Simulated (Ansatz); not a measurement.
# GaH4ClO: molecular dynamics (part 4 of 4)

Continued. System: GaH4ClO. Method: RKS B3LYP-D4/def2-mTZVP (Ansatz 0.2.0). It belongs to a series of runs on one base structure; here: dynamics from the highest image of the converged band.

Geometry of the input (Å):
```
Ga -0.0218  -0.2111  0.0215
O  -0.1249  -0.0352  1.8548
H  -1.0125  -0.1657  2.2163
H  1.4463  -0.2273  -0.4851
H  -1.3881  -0.4256  -0.7057
Cl 0.2389  2.8041  1.1027
H  0.1265  1.6542  1.7924
```

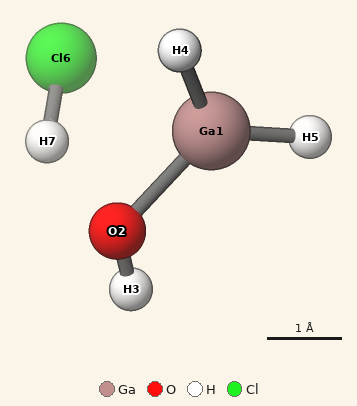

Fig. 1: The geometry at step 156 of the log (ball-and-stick view, seen at a tilt; atoms are numbered from 1 in the order of the input).

Trajectory as extended XYZ, continued
```
7
Properties=species:S:1:pos:R:3:forces:R:3 step=112 time_fs=56.0 energy=-67016.50275 temperature=124.4
Ga   -0.0163   -0.1605    0.0515   -0.2634   0.0146   0.0119
O    -0.1605   -0.2661    1.8657    0.3413   0.1620   0.0616
H    -1.0789   -0.3499    2.1396   -0.1699  -0.0804   0.1057
H     1.4444   -0.0433   -0.4851   -0.1196  -0.0747  -0.0033
H    -1.4457   -0.3185   -0.6023    0.2527   0.0487  -0.1502
Cl    0.2424    2.7965    1.0319   -0.0484   0.6886  -0.7466
H     0.3091    1.9741    2.0035    0.0073  -0.7587   0.7210
7
Properties=species:S:1:pos:R:3:forces:R:3 step=115 time_fs=57.5 energy=-67016.50791 temperature=132.3
Ga   -0.0167   -0.1593    0.0501   -0.1547   0.0367   0.2226
O    -0.1574   -0.2702    1.8742   -0.5282   0.1241   0.1022
H    -1.0995   -0.3352    2.1357    0.6566  -0.0328  -0.0932
H     1.4499   -0.0404   -0.4668   -0.1084  -0.0844  -0.0320
H    -1.4368   -0.3073   -0.6102    0.1758   0.0368  -0.1681
Cl    0.2423    2.7954    1.0304   -0.0312   0.4717  -0.4916
H     0.2976    1.9722    2.0158   -0.0100  -0.5520   0.4602
7
Properties=species:S:1:pos:R:3:forces:R:3 step=119 time_fs=59.5 energy=-67016.51048 temperature=136.2
Ga   -0.0174   -0.1578    0.0482    0.0043   0.0706   0.5007
O    -0.1544   -0.2753    1.8858   -0.6859   0.1777  -0.1423
H    -1.1055   -0.3169    2.1277    0.7459  -0.0634  -0.0447
H     1.4538   -0.0394   -0.4436   -0.0541  -0.0928  -0.0737
H    -1.4194   -0.2912   -0.6264    0.0334   0.0167  -0.1947
Cl    0.2423    2.7942    1.0280   -0.0009  -0.1554   0.2666
H     0.2817    1.9534    2.0448   -0.0426   0.0466  -0.3119
7
Properties=species:S:1:pos:R:3:forces:R:3 step=122 time_fs=61.0 energy=-67016.49995 temperature=119.9
Ga   -0.0178   -0.1566    0.0470    0.1066   0.0880   0.6885
O    -0.1532   -0.2789    1.8944    0.0192   0.2474  -0.5309
H    -1.0921   -0.3047    2.1206   -0.0178  -0.1123   0.1995
H     1.4552   -0.0409   -0.4280   -0.0005  -0.0957  -0.1020
H    -1.4052   -0.2787   -0.6434   -0.0636   0.0040  -0.2017
Cl    0.2422    2.7933    1.0264    0.0001  -0.4890   0.6687
H     0.2689    1.9389    2.0607   -0.0441   0.3575  -0.7221
7
Properties=species:S:1:pos:R:3:forces:R:3 step=125 time_fs=62.5 energy=-67016.48475 temperature=96.9
Ga   -0.0183   -0.1554    0.0460    0.1637   0.0901   0.8345
O    -0.1519   -0.2822    1.9021    0.7142   0.2903  -0.8848
H    -1.0790   -0.2949    2.1178   -0.7661  -0.1369   0.4125
H     1.4566   -0.0445   -0.4145    0.0470  -0.0960  -0.1226
H    -1.3923   -0.2660   -0.6647   -0.1175  -0.0029  -0.1864
Cl    0.2422    2.7921    1.0252   -0.0139  -0.5660   0.7509
H     0.2551    1.9317    2.0616   -0.0273   0.4214  -0.8041
7
Properties=species:S:1:pos:R:3:forces:R:3 step=129 time_fs=64.5 energy=-67016.50083 temperature=121.1
Ga   -0.0188   -0.1538    0.0450    0.1524   0.0686   0.9384
O    -0.1490   -0.2859    1.9107    0.2271   0.3054  -0.9582
H    -1.0848   -0.2863    2.1272   -0.3239  -0.1357   0.3122
H     1.4601   -0.0525   -0.4007    0.0755  -0.0938  -0.1315
H    -1.3789   -0.2492   -0.6991   -0.0979  -0.0024  -0.1224
Cl    0.2421    2.7900    1.0242   -0.0335  -0.2548   0.3540
H     0.2359    1.9351    2.0374    0.0002   0.1127  -0.3925
7
Properties=species:S:1:pos:R:3:forces:R:3 step=132 time_fs=66.0 energy=-67016.50059 temperature=120.8
Ga   -0.0192   -0.1526    0.0446    0.1062   0.0433   0.9481
O    -0.1463   -0.2882    1.9156   -0.6510   0.3166  -0.8418
H    -1.0983   -0.2833    2.1423    0.5392  -0.1381   0.0816
H     1.4645   -0.0609   -0.3937    0.0598  -0.0914  -0.1218
H    -1.3713   -0.2367   -0.7281   -0.0278   0.0021  -0.0445
Cl    0.2420    2.7882    1.0237   -0.0330   0.1964  -0.1929
H     0.2215    1.9410    2.0087    0.0067  -0.3290   0.1712
7
Properties=species:S:1:pos:R:3:forces:R:3 step=136 time_fs=68.0 energy=-67016.48430 temperature=96.2
Ga   -0.0196   -0.1509    0.0446    0.0605   0.0149   0.8951
O    -0.1441   -0.2906    1.9203   -0.9233   0.3350  -0.8435
H    -1.0979   -0.2840    2.1649    0.8015  -0.1398  -0.0369
H     1.4722   -0.0751   -0.3882   -0.0043  -0.0880  -0.0896
H    -1.3617   -0.2199   -0.7678    0.0842   0.0068   0.0776
Cl    0.2419    2.7861    1.0228   -0.0153   0.6140  -0.6777
H     0.2024    1.9365    1.9777   -0.0033  -0.7429   0.6751
7
Properties=species:S:1:pos:R:3:forces:R:3 step=139 time_fs=69.5 energy=-67016.49959 temperature=119.3
Ga   -0.0199   -0.1496    0.0449    0.0616   0.0047   0.8293
O    -0.1438   -0.2919    1.9225   -0.2632   0.3516  -1.0366
H    -1.0788   -0.2879    2.1814    0.1385  -0.1355   0.1000
H     1.4779   -0.0879   -0.3864   -0.0642  -0.0848  -0.0569
H    -1.3528   -0.2072   -0.7960    0.1422   0.0063   0.1598
Cl    0.2418    2.7848    1.0218   -0.0191   0.4436  -0.4861
H     0.1880    1.9158    1.9697    0.0042  -0.5859   0.4904
7
Properties=species:S:1:pos:R:3:forces:R:3 step=142 time_fs=71.0 energy=-67016.50772 temperature=131.9
Ga   -0.0201   -0.1483    0.0455    0.0873   0.0030   0.7586
O    -0.1439   -0.2927    1.9233    0.5468   0.3789  -1.2534
H    -1.0570   -0.2948    2.2002   -0.6646  -0.1346   0.2971
H     1.4824   -0.1026   -0.3858   -0.1115  -0.0796  -0.0231
H    -1.3408   -0.1943   -0.8208    0.1553   0.0026   0.2153
Cl    0.2416    2.7839    1.0204   -0.0502  -0.0342   0.0227
H     0.1738    1.8831    1.9717    0.0371  -0.1362  -0.0172
7
Properties=species:S:1:pos:R:3:forces:R:3 step=146 time_fs=73.0 energy=-67016.50630 temperature=129.8
Ga   -0.0204   -0.1466    0.0466    0.1352   0.0013   0.6758
O    -0.1430   -0.2930    1.9217    0.3634   0.4120  -1.0876
H    -1.0485   -0.3085    2.2345   -0.4505  -0.1261   0.1614
H     1.4845   -0.1249   -0.3858   -0.1273  -0.0680   0.0138
H    -1.3198   -0.1771   -0.8466    0.0923  -0.0039   0.2301
Cl    0.2414    2.7825    1.0186   -0.1015  -0.6034   0.5823
H     0.1562    1.8363    1.9723    0.0885   0.3881  -0.5758
7
Properties=species:S:1:pos:R:3:forces:R:3 step=149 time_fs=74.5 energy=-67016.50466 temperature=127.4
Ga   -0.0206   -0.1454    0.0477    0.1718  -0.0117   0.6346
O    -0.1417   -0.2925    1.9189   -0.4405   0.3967  -0.6634
H    -1.0539   -0.3220    2.2645    0.3847  -0.0870  -0.2156
H     1.4830   -0.1433   -0.3854   -0.0978  -0.0555   0.0305
H    -1.3017   -0.1643   -0.8602   -0.0055  -0.0064   0.1980
Cl    0.2412    2.7811    1.0177   -0.1210  -0.7618   0.7024
H     0.1451    1.8097    1.9597    0.1082   0.5258  -0.6865
7
Properties=species:S:1:pos:R:3:forces:R:3 step=153 time_fs=76.5 energy=-67016.51332 temperature=140.8
Ga   -0.0208   -0.1437    0.0494    0.2147  -0.0548   0.6118
O    -0.1409   -0.2911    1.9137   -0.7913   0.3494  -0.3422
H    -1.0473   -0.3426    2.2966    0.7691  -0.0283  -0.4762
H     1.4780   -0.1696   -0.3840   -0.0200  -0.0348   0.0370
H    -1.2782   -0.1473   -0.8720   -0.1628  -0.0036   0.1230
Cl    0.2408    2.7785    1.0171   -0.1031  -0.5615   0.4590
H     0.1339    1.7910    1.9210    0.0934   0.3338  -0.4122
7
Properties=species:S:1:pos:R:3:forces:R:3 step=156 time_fs=78.0 energy=-67016.52792 temperature=163.0
Ga   -0.0208   -0.1424    0.0509    0.2306  -0.1017   0.5927
O    -0.1415   -0.2895    1.9092   -0.2094   0.3527  -0.4910
H    -1.0246   -0.3589    2.3096    0.2010  -0.0354  -0.2857
H     1.4735   -0.1903   -0.3820    0.0442  -0.0179   0.0332
H    -1.2643   -0.1347   -0.8776   -0.2605   0.0024   0.0713
Cl    0.2404    2.7762    1.0170   -0.0560  -0.1512   0.0596
H     0.1278    1.7855    1.8813    0.0502  -0.0489   0.0198
7
Properties=species:S:1:pos:R:3:forces:R:3 step=159 time_fs=79.5 energy=-67016.51692 temperature=146.3
Ga   -0.0208   -0.1412    0.0527    0.2189  -0.1490   0.5262
O    -0.1423   -0.2874    1.9040    0.6358   0.4057  -0.7920
H    -0.9980   -0.3761    2.3167   -0.6365  -0.0940   0.0780
H     1.4700   -0.2113   -0.3793    0.0916  -0.0012   0.0269
H    -1.2560   -0.1221   -0.8816   -0.3070   0.0093   0.0480
Cl    0.2399    2.7738    1.0169    0.0007   0.2995  -0.3377
H     0.1228    1.7789    1.8419   -0.0035  -0.4702   0.4507
7
Properties=species:S:1:pos:R:3:forces:R:3 step=163 time_fs=81.5 energy=-67016.51123 temperature=137.6
Ga   -0.0206   -0.1397    0.0552    0.1578  -0.1937   0.2980
O    -0.1421   -0.2837    1.8954    0.6652   0.3969  -0.6161
H    -0.9834   -0.4022    2.3286   -0.6565  -0.0828   0.0686
H     1.4683   -0.2394   -0.3748    0.1051   0.0195   0.0215
H    -1.2549   -0.1049   -0.8852   -0.2680   0.0141   0.0767
Cl    0.2394    2.7708    1.0165    0.0266   0.4466  -0.4512
H     0.1160    1.7542    1.8047   -0.0301  -0.6006   0.6024
7
Properties=species:S:1:pos:R:3:forces:R:3 step=166 time_fs=83.0 energy=-67016.52371 temperature=156.5
Ga   -0.0205   -0.1386    0.0572    0.0996  -0.2066   0.0239
O    -0.1410   -0.2803    1.8880   -0.1104   0.2667   0.0032
H    -0.9885   -0.4238    2.3391    0.1240   0.0612  -0.3556
H     1.4697   -0.2599   -0.3709    0.0738   0.0342   0.0211
H    -1.2609   -0.0917   -0.8860   -0.1782   0.0115   0.1330
Cl    0.2389    2.7689    1.0158   -0.0115   0.0839  -0.1730
H     0.1102    1.7212    1.7914    0.0026  -0.2509   0.3473
7
Properties=species:S:1:pos:R:3:forces:R:3 step=169 time_fs=84.5 energy=-67016.51719 temperature=146.7
Ga   -0.0203   -0.1375    0.0592    0.0593  -0.2051  -0.2866
O    -0.1399   -0.2766    1.8806   -0.6076   0.1580   0.5001
H    -0.9915   -0.4440    2.3421    0.6177   0.1909  -0.6266
H     1.4726   -0.2798   -0.3665    0.0170   0.0490   0.0215
H    -1.2707   -0.0782   -0.8840   -0.0689   0.0037   0.1969
Cl    0.2385    2.7670    1.0151   -0.0679  -0.4204   0.1830
H     0.1045    1.6830    1.7854    0.0504   0.2239   0.0115
7
Properties=species:S:1:pos:R:3:forces:R:3 step=173 time_fs=86.5 energy=-67016.50644 temperature=130.1
Ga   -0.0200   -0.1363    0.0618    0.0564  -0.1973  -0.6563
O    -0.1397   -0.2712    1.8718   -0.1982   0.2201   0.5274
H    -0.9769   -0.4649    2.3265    0.1839   0.1481  -0.3619
H     1.4768   -0.3046   -0.3599   -0.0658   0.0696   0.0152
H    -1.2857   -0.0601   -0.8745    0.0524  -0.0101   0.2542
Cl    0.2379    2.7641    1.0143   -0.1172  -0.8826   0.4753
H     0.0986    1.6407    1.7772    0.0885   0.6521  -0.2538
7
Properties=species:S:1:pos:R:3:forces:R:3 step=176 time_fs=88.0 energy=-67016.49765 temperature=116.6
Ga   -0.0197   -0.1354    0.0634    0.0862  -0.1991  -0.8552
O    -0.1399   -0.2669    1.8660    0.5664   0.3839   0.2527
H    -0.9606   -0.4769    2.3053   -0.6092  -0.0248   0.1052
H     1.4785   -0.3215   -0.3546   -0.1068   0.0849   0.0001
H    -1.2960   -0.0468   -0.8611    0.0964  -0.0184   0.2544
Cl    0.2373    2.7613    1.0140   -0.1201  -0.9533   0.4999
H     0.0964    1.6243    1.7654    0.0870   0.7269  -0.2571
7
Properties=species:S:1:pos:R:3:forces:R:3 step=180 time_fs=90.0 energy=-67016.50298 temperature=124.7
Ga   -0.0194   -0.1343    0.0653    0.1407  -0.2156  -1.0110
O    -0.1389   -0.2603    1.8588    0.6526   0.3570   0.3781
H    -0.9593   -0.4937    2.2805   -0.7311  -0.0483   0.2140
H     1.4772   -0.3411   -0.3477   -0.1086   0.1009  -0.0364
H    -1.3065   -0.0297   -0.8350    0.0773  -0.0225   0.1874
Cl    0.2365    2.7567    1.0141   -0.0759  -0.6557   0.2896
H     0.0961    1.6257    1.7419    0.0451   0.4844  -0.0216
7
Properties=species:S:1:pos:R:3:forces:R:3 step=183 time_fs=91.5 energy=-67016.50958 temperature=134.6
Ga   -0.0191   -0.1336    0.0663    0.1814  -0.2298  -1.0596
O    -0.1372   -0.2548    1.8540   -0.1447   0.0678   0.9001
H    -0.9759   -0.5072    2.2668    0.0455   0.1876  -0.1448
H     1.4735   -0.3533   -0.3433   -0.0711   0.1066  -0.0732
H    -1.3125   -0.0174   -0.8106    0.0137  -0.0204   0.0984
Cl    0.2358    2.7528    1.0144   -0.0129  -0.1861  -0.0114
H     0.0972    1.6393    1.7233   -0.0120   0.0742   0.2905
7
Properties=species:S:1:pos:R:3:forces:R:3 step=186 time_fs=93.0 energy=-67016.49226 temperature=108.3
Ga   -0.0187   -0.1329    0.0669    0.2215  -0.2317  -1.0647
O    -0.1357   -0.2492    1.8505   -0.7500  -0.1738   1.2690
H    -0.9918   -0.5169    2.2503    0.6305   0.3798  -0.3732
H     1.4683   -0.3632   -0.3405   -0.0148   0.1056  -0.1127
H    -1.3182   -0.0056   -0.7842   -0.0687  -0.0170   0.0001
Cl    0.2351    2.7487    1.0147    0.0537   0.3117  -0.3238
H     0.0979    1.6544    1.7110   -0.0723  -0.3745   0.6052
7
Properties=species:S:1:pos:R:3:forces:R:3 step=190 time_fs=95.0 energy=-67016.49030 temperature=105.2
Ga   -0.0181   -0.1321    0.0673    0.2674  -0.1966  -1.0458
O    -0.1351   -0.2420    1.8483   -0.4750  -0.1289   1.1702
H    -0.9937   -0.5175    2.2169    0.3205   0.2930  -0.1345
H     1.4612   -0.3730   -0.3407    0.0550   0.0948  -0.1587
H    -1.3284    0.0097   -0.7491   -0.1532  -0.0188  -0.1017
Cl    0.2342    2.7437    1.0147    0.0851   0.5113  -0.4482
H     0.0964    1.6617    1.7150   -0.0998  -0.5547   0.7188
7
Properties=species:S:1:pos:R:3:forces:R:3 step=193 time_fs=96.5 energy=-67016.50257 temperature=124.0
Ga   -0.0175   -0.1316    0.0672    0.2786  -0.1392  -1.0465
O    -0.1354   -0.2369    1.8486    0.2948   0.1136   0.8411
H    -0.9867   -0.5105    2.1881   -0.4765   0.0409   0.2687
H     1.4570   -0.3779   -0.3448    0.0804   0.0831  -0.1805
H    -1.3396    0.0206   -0.7251   -0.1608  -0.0302  -0.1341
Cl    0.2336    2.7402    1.0145    0.0469   0.1774  -0.2260
H     0.0929    1.6540    1.7356   -0.0633  -0.2456   0.4773
7
Properties=species:S:1:pos:R:3:forces:R:3 step=197 time_fs=98.5 energy=-67016.50982 temperature=135.3
Ga   -0.0166   -0.1310    0.0666    0.2383  -0.0401  -1.0767
O    -0.1352   -0.2298    1.8507    0.5307   0.2006   0.7499
H    -0.9940   -0.5000    2.1589   -0.7296  -0.0370   0.4232
H     1.4540   -0.3817   -0.3562    0.0638   0.0690  -0.1853
H    -1.3596    0.0341   -0.6975   -0.0810  -0.0588  -0.1209
Cl    0.2329    2.7357    1.0140   -0.0328  -0.4580   0.2275
H     0.0864    1.6374    1.7773    0.0105   0.3245  -0.0176
7
Properties=species:S:1:pos:R:3:forces:R:3 step=200 time_fs=100.0 energy=-67016.51319 temperature=140.4
Ga   -0.0159   -0.1306    0.0657    0.1734   0.0286  -1.0832
O    -0.1343   -0.2241    1.8535   -0.2318  -0.0235   0.9938
H    -1.0165   -0.4927    2.1471    0.0405   0.1953   0.1784
H     1.4534   -0.3827   -0.3693    0.0191   0.0628  -0.1711
H    -1.3768    0.0428   -0.6799    0.0228  -0.0847  -0.0886
Cl    0.2323    2.7320    1.0137   -0.0742  -0.7642   0.4782
H     0.0816    1.6316    1.8094    0.0502   0.5857  -0.3074
```
